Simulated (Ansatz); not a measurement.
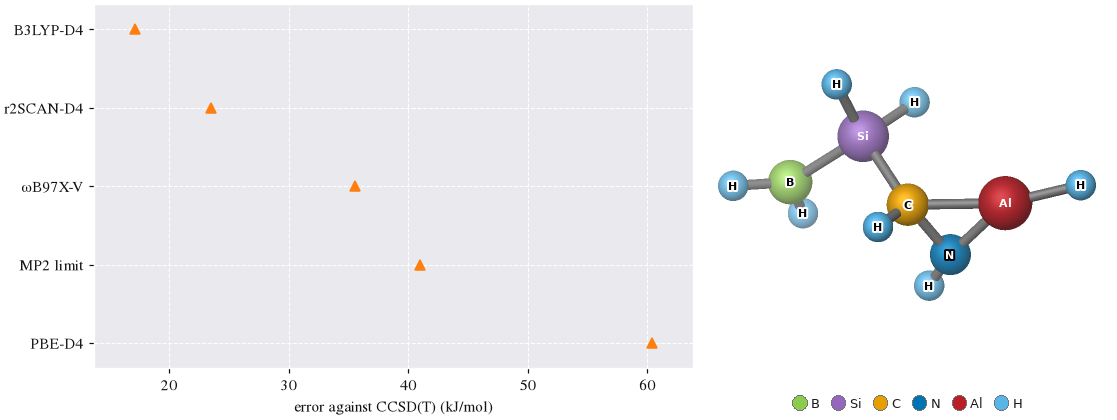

Error in the electronic atomisation energy (method less reference, so positive means overbinding) of CH₇AlBNSi, SMILES B[SiH2][C@H]1[NH][AlH]1, singlet: functionals in def2-TZVPP against frozen-core CCSD(T) at the limit (MP2 extrapolated from triple and quadruple zeta, plus CCSD(T) less MP2 in a smaller set), which gives 3818.7 kJ/mol, at a PBE0-D4/def2-TZVP geometry (no frequency check), no zero-point or spin-orbit term, the Ansatz code. The reference leaves out core correlation, a term that grows with the number of heavy atoms. Limit means the basis limit.

Question: Which of these levels overbind, and which underbind?

Answer: Overbind: ωB97X-V, MP2 limit and PBE-D4. Underbind: none clearly. Within 25 kJ/mol of zero, too close to call in view of what the reference leaves out: B3LYP-D4 and r2SCAN-D4.

Question: What range do the values span?

Answer: From 17.2 kJ/mol (B3LYP-D4) to 60.4 kJ/mol (PBE-D4).

Limits of at least one run: one conformer of a flexible molecule.
